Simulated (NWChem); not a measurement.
**One shape, several levels: CBr2Cl2 (dibromodichloromethane)**

Aim: a comparison of 6 runs (BHLYP/6-31G*, M06-L/6-31G*, PBE0/6-31G*, TPSS/6-31G*, r2SCAN/6-31G*, revPBE/6-31G*) of CBr2Cl2 (dibromodichloromethane). 

The calculation is run with NWChem 7.3.0.

1 further run of the same task is left out (it didn't finish).

## (1) Starting point

CBr2Cl2 has 5 atoms, charge 0, and is taken as a singlet. SMILES: `ClC(Cl)(Br)Br`. The C2–Br5 distance was set to 2.523 Å, away from the relaxed value.

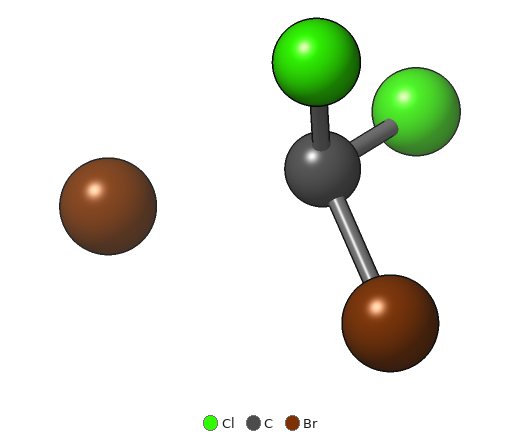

The structure, seen from a chosen angle (chlorine green, carbon dark grey, bromine brown).

## (2) The energy at BHLYP/6-31G(d) (spherical functions) (run 1)

The input, run.py:

```python
from ase import Atoms
from ase.calculators.nwchem import NWChem

system = Atoms('ClCClBrBr', positions=[
    [0.160430, -1.297663, 1.591837],
    [-0.425070, -0.380563, 0.214437],
    [-1.852370, 0.534337, 0.669037],
    [-0.870370, -1.597363, -1.229863],
    [1.375400, 1.204500, -0.566200],
])

calc = NWChem(
    label='cbr2cl2',
    theory='dft',
    memory='2200 mb',
    basis='6-31G*',
    basispar='spherical bse',
    dft={'xc': 'bhlyp', 'mult': '1', 'grid': 'fine', 'convergence': 'energy 1e-08', 'iterations': '100', 'mulliken': None},
    task='energy',
)
system.calc = calc

print("Total energy (eV):", round(system.get_potential_energy(), 6))
print("dipole (e A):", system.get_dipole_moment().round(4))
```

Command:

```bash
$ export ASE_NWCHEM_COMMAND="nwchem PREFIX.nwi > PREFIX.nwo"
$ python run.py
```

The log of the run:

```text
Total energy (eV): -166153.441529
dipole (e A): [-0.3216 -0.3012  0.1033]
```

The calculator wrote cbr2cl2.nwi:

```
title "cbr2cl2"

permanent_dir cbr2cl2

scratch_dir cbr2cl2

start cbr2cl2

geometry units angstrom nocenter noautosym noautoz
  Cl 1.6042999999999999e-01 -1.2976630000000000e+00 1.5918369999999999e+00
  C  -4.2507000000000000e-01 -3.8056299999999998e-01 2.1443699999999999e-01
  Cl -1.8523700000000001e+00 5.3433699999999995e-01 6.6903699999999999e-01
  Br -8.7036999999999998e-01 -1.5973630000000001e+00 -1.2298629999999999e+00
  Br 1.3754000000000000e+00 1.2044999999999999e+00 -5.6620000000000004e-01
end

memory 2200 mb

basis spherical bse noprint
   * library 6-31G*
end

dft
  xc bhlyp
  mult 1
  grid fine
  convergence energy 1e-08
  iterations 100
  mulliken
end

task dft energy
```

cbr2cl2.nwo:

```text
Northwest Computational Chemistry Package (NWChem) 7.3.0
             --------------------------------------------------------

           Job information
           ---------------

    nwchem branch   = 7.3.0
    use scalapack   = T
    input           = cbr2cl2.nwi
    prefix          = cbr2cl2.
    data base       = cbr2cl2/cbr2cl2.db
    status          = startup
    nproc           =        1

           Memory information
           ------------------

[... 5 lines left out ...]
    hardfail = no
[... 111 lines left out ...]
          Convergence on energy requested:  1.00D-08
[... 25 lines left out ...]
          Convergence Information
[... 30 lines left out ...]
 1-e energy   =  -10043.602869
[... 43 lines left out ...]
      One electron energy =   -10042.928098124308
[... 8 lines left out ...]
                       DFT Final Molecular Orbital Analysis
[... 843 lines left out ...]
     Multipole analysis of the density
     ---------------------------------

     L   x y z        total         alpha         beta         nuclear
     -   - - -        -----         -----         ----         -------
     0   0 0 0     -0.000000    -55.000000    -55.000000    110.000000

     1   1 0 0     -0.607721     12.581567     12.581567    -25.770855
[... 8 lines of this table left out ...]
     2   0 0 2    -48.693186   -229.901400   -229.901400    411.109615

 Task  times  cpu:       39.7s     wall:       39.7s
 Total times  cpu:       39.7s     wall:       39.7s
```

It took 41 s on 1 thread of AMD EPYC 7R13 (Zen 3), shared host; peak memory 0.12 GiB.

## (3) A single-point energy at M06-L/6-31G(d) (spherical functions) (run 2)

The input, mymol.nw:

```
START mymol
TITLE "CBr2Cl2"
memory stack 880 mb heap 220 mb global 1100 mb
GEOMETRY units angstrom noautosym nocenter noautoz
Cl    0.160430   -1.297663    1.591837
C    -0.425070   -0.380563    0.214437
Cl   -1.852370    0.534337    0.669037
Br   -0.870370   -1.597363   -1.229863
Br    1.375400    1.204500   -0.566200
END
BASIS spherical bse
* library 6-31G*
END
DFT
xc m06-l
grid fine
convergence energy 1e-08
iterations 100
mulliken
END
TASK dft energy
```

Command:

```bash
$ nwchem mymol.nw > mymol.out
```

The log of the run:

```text
[...]
          Wavefunction type:  closed shell.
          No. of atoms     :     5
          No. of electrons :   110
[...]
          Charge           :     0
          Spin multiplicity:     1
[...]
          AO basis - number of functions:   114
[...]
              XC Information
              --------------
                        M06-L Method XC Functional
                         M06-L Exchange Functional  1.000
                       M06-L Correlation Potential  1.000
[...]
 d= 0,ls=0.0,diis     1  -6105.5378716289 -6.89D+03  5.88D-02  2.06D+00     5.3
[...]
 d= 0,ls=0.5,diis    60  -6105.8741224474 -9.41D-09  1.46D-06  1.80D-08   224.6
         Total DFT energy =    -6105.874122454427
      One electron energy =   -10043.191203047078
           Coulomb energy =     3400.570906412106
    Exchange-Corr. energy =     -244.276419172568
 Nuclear repulsion energy =      781.022593353113
[...]
      Total Density - Mulliken Population Analysis
     ---------------------------------------------
    Atom       Charge   Shell Charges
 -----------   ------   -------------------------------------------------------
    1 Cl  17    16.87   2.00  2.00  5.98  1.42  3.58  0.53  1.34  0.03
    2 C    6     6.29   2.00  0.72  1.70  0.80  1.02  0.06
    3 Cl  17    16.87   2.00  2.00  5.98  1.42  3.58  0.53  1.34  0.03
    4 Br  35    34.85   2.00  2.00  6.00  2.00  5.99  1.63  3.73  0.33  1.13  6.96  2.91  0.18
    5 Br  35    35.10   2.00  2.00  6.00  2.00  5.99  1.63  3.66  0.35  1.46  6.96  2.91  0.14
[...]
```

Wall time 3.8 min (1 thread of AMD EPYC 7R13 (Zen 3), shared host); peak memory 0.12 GiB.

## (4) The energy at PBE0/6-31G(d) (spherical functions) (run 3)

The input, run.py:

```python
from ase import Atoms
from ase.calculators.nwchem import NWChem

mol = Atoms(['Cl', 'C', 'Cl', 'Br', 'Br'], positions=[
    [0.160430, -1.297663, 1.591837],
    [-0.425070, -0.380563, 0.214437],
    [-1.852370, 0.534337, 0.669037],
    [-0.870370, -1.597363, -1.229863],
    [1.375400, 1.204500, -0.566200],
])

calc = NWChem(
    label='geom',
    theory='dft',
    memory='2200 mb',
    basis='6-31G*',
    basispar='spherical bse',
    dft={'xc': 'pbe0', 'mult': '1', 'grid': 'fine', 'convergence': 'energy 1e-08', 'iterations': '100', 'mulliken': None},
    task='energy',
)
mol.calc = calc

e = mol.get_potential_energy()
print(f"E = {e:.6f} eV")
print("dipole (e A):", mol.get_dipole_moment().round(4))
```

Command:

```bash
$ export ASE_NWCHEM_COMMAND="nwchem PREFIX.nwi > PREFIX.nwo"
$ python run.py
```

The log of the run:

```text
E = -166129.458936 eV
dipole (e A): [-0.3369 -0.3113  0.1166]
```

The calculator wrote geom.nwi:

```
title "geom"

permanent_dir geom

scratch_dir geom

start geom

geometry units angstrom nocenter noautosym noautoz
  Cl 1.6042999999999999e-01 -1.2976630000000000e+00 1.5918369999999999e+00
  C  -4.2507000000000000e-01 -3.8056299999999998e-01 2.1443699999999999e-01
  Cl -1.8523700000000001e+00 5.3433699999999995e-01 6.6903699999999999e-01
  Br -8.7036999999999998e-01 -1.5973630000000001e+00 -1.2298629999999999e+00
  Br 1.3754000000000000e+00 1.2044999999999999e+00 -5.6620000000000004e-01
end

memory 2200 mb

basis spherical bse noprint
   * library 6-31G*
end

dft
  xc pbe0
  mult 1
  grid fine
  convergence energy 1e-08
  iterations 100
  mulliken
end

task dft energy
```

geom.nwo:

```text
Northwest Computational Chemistry Package (NWChem) 7.3.0
             --------------------------------------------------------

           Job information
           ---------------

    nwchem branch   = 7.3.0
    use scalapack   = T
    input           = geom.nwi
    prefix          = geom.
    data base       = geom/geom.db
    status          = startup
    nproc           =        1

           Memory information
           ------------------

[... 5 lines left out ...]
    hardfail = no
[... 111 lines left out ...]
          Convergence on energy requested:  1.00D-08
[... 25 lines left out ...]
          Convergence Information
[... 30 lines left out ...]
 1-e energy   =  -10043.602869
[... 43 lines left out ...]
      One electron energy =   -10042.868346515397
[... 8 lines left out ...]
                       DFT Final Molecular Orbital Analysis
[... 843 lines left out ...]
     Multipole analysis of the density
     ---------------------------------

     L   x y z        total         alpha         beta         nuclear
     -   - - -        -----         -----         ----         -------
     0   0 0 0     -0.000000    -55.000000    -55.000000    110.000000

     1   1 0 0     -0.636605     12.567125     12.567125    -25.770855
[... 8 lines of this table left out ...]
     2   0 0 2    -48.426884   -229.768250   -229.768250    411.109615

 Task  times  cpu:      126.6s     wall:      126.6s
 Total times  cpu:      126.6s     wall:      126.6s
```

Wall time 2.1 min (1 thread of AMD EPYC 7R13 (Zen 3), shared host); peak memory 0.12 GiB.

Runs 4 to 5 aren't shown in full; the table further down has their settings and results.

## (5) The energy at revPBE/6-31G(d) (spherical functions) (run 6)

The input, run.py:

```python
from ase import Atoms
from ase.calculators.nwchem import NWChem

system = Atoms('ClCClBrBr', positions=[
    [0.160430, -1.297663, 1.591837],
    [-0.425070, -0.380563, 0.214437],
    [-1.852370, 0.534337, 0.669037],
    [-0.870370, -1.597363, -1.229863],
    [1.375400, 1.204500, -0.566200],
])

calc = NWChem(
    label='a',
    theory='dft',
    memory='2200 mb',
    basis='6-31G*',
    basispar='spherical bse',
    dft={'xc': 'revpbe cpbe96', 'mult': '1', 'grid': 'fine', 'convergence': 'energy 1e-08', 'iterations': '100', 'mulliken': None},
    task='energy',
)
system.calc = calc

print("Total energy (eV):", round(system.get_potential_energy(), 6))
print("dipole (e A):", system.get_dipole_moment().round(4))
```

Command:

```bash
$ export ASE_NWCHEM_COMMAND="nwchem PREFIX.nwi > PREFIX.nwo"
$ python run.py
```

The log of the run:

```text
Total energy (eV): -166138.631554
dipole (e A): [-0.3581 -0.3265  0.1326]
```

The calculator wrote a.nwi:

```
title "a"

permanent_dir a

scratch_dir a

start a

geometry units angstrom nocenter noautosym noautoz
  Cl 1.6042999999999999e-01 -1.2976630000000000e+00 1.5918369999999999e+00
  C  -4.2507000000000000e-01 -3.8056299999999998e-01 2.1443699999999999e-01
  Cl -1.8523700000000001e+00 5.3433699999999995e-01 6.6903699999999999e-01
  Br -8.7036999999999998e-01 -1.5973630000000001e+00 -1.2298629999999999e+00
  Br 1.3754000000000000e+00 1.2044999999999999e+00 -5.6620000000000004e-01
end

memory 2200 mb

basis spherical bse noprint
   * library 6-31G*
end

dft
  xc revpbe cpbe96
  mult 1
  grid fine
  convergence energy 1e-08
  iterations 100
  mulliken
end

task dft energy
```

a.nwo:

```text
Northwest Computational Chemistry Package (NWChem) 7.3.0
             --------------------------------------------------------

           Job information
           ---------------

    nwchem branch   = 7.3.0
    use scalapack   = T
    input           = a.nwi
    prefix          = a.
    data base       = a/a.db
    status          = startup
    nproc           =        1

           Memory information
           ------------------

[... 5 lines left out ...]
    hardfail = no
[... 113 lines left out ...]
          Convergence on energy requested:  1.00D-08
[... 23 lines left out ...]
          Convergence Information
[... 30 lines left out ...]
 1-e energy   =  -10043.602869
[... 42 lines left out ...]
      One electron energy =   -10042.612735812780
[... 8 lines left out ...]
                       DFT Final Molecular Orbital Analysis
[... 845 lines left out ...]
     Multipole analysis of the density
     ---------------------------------

     L   x y z        total         alpha         beta         nuclear
     -   - - -        -----         -----         ----         -------
     0   0 0 0     -0.000000    -55.000000    -55.000000    110.000000

     1   1 0 0     -0.676723     12.547066     12.547066    -25.770855
[... 8 lines of this table left out ...]
     2   0 0 2    -48.295163   -229.702389   -229.702389    411.109615

 Task  times  cpu:      215.2s     wall:      215.2s
 Total times  cpu:      215.2s     wall:      215.2s
```

Run time: 3.6 min. Hardware: 1 thread of AMD EPYC 7R13 (Zen 3), shared host; peak memory 0.11 GiB.

## (6) Overview of the runs

| run | level | energy (Eh) | dipole moment (D) | HOMO energy (eV) | LUMO energy (eV) | wall time |
| --- | --- | --- | --- | --- | --- | --- |
| 1 | BHLYP/6-31G* (spherical functions) | -6106.026403 | 2.17 | -9.35 | -3.57 | 41 s |
| 2 | M06-L/6-31G* (spherical functions) | -6105.874122 | 2.09 | -7.08 | -5.02 | 3.8 min |
| 3 | PBE0/6-31G* (spherical functions) | -6105.145059 | 2.27 | -8.16 | -4.45 | 2.1 min |
| 4 | TPSS/6-31G* (spherical functions) | -6105.961622 | 2.43 | – | – | 4.1 min |
| 5 | r2SCAN/6-31G* (spherical functions) | -6105.969304 | 2.47 | -7.11 | -5.19 | 4 min |
| 6 | revPBE/6-31G* (spherical functions) | -6105.482147 | 2.41 | -6.68 | -5.01 | 3.6 min |

## (7) Summary of results

```
            quantity           value
 run 6: total energy  -6105.48215 Eh
run 6: dipole moment          2.41 D
  run 6: HOMO energy        -6.68 eV
  run 6: LUMO energy        -5.01 eV
run 6: HOMO–LUMO gap         1.67 eV
```

**Reading.** The dipole moment (its size) runs from 2.09 D (M06-L/6-31G*) to 2.47 D (r2SCAN/6-31G*). Over runs 1, 2, 3, 5, 6 the HOMO–LUMO gap runs from 1.67 eV (revPBE/6-31G*) to 5.78 eV (BHLYP/6-31G*). Totals of different functionals can't be ranked against each other. All runs together took 18 min, the longest 4.1 min.
